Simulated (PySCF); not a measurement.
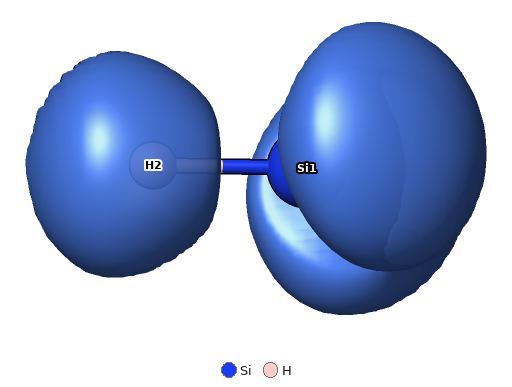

Figure. SiH (doublet). Isosurface of the ELF at 0.9 (blue), seen from one side. Core shells and regions of very low density are left out.

These are results of PBE0/cc-pVDZ(-PP), non-relativistic Hamiltonian with scalar-relativistic core potentials where named, at a bond length of 1.542 Å (PySCF 2.14.0), not measurements.

Where are the electrons localised?

The surface consists of one region around a hydrogen nucleus and one ring or bowl of non-bonding electrons around Si. Profiles from the grid: Si–H (1.54 Å): the ELF climbs to about 1 towards the hydrogen, as it does in any bond to H.
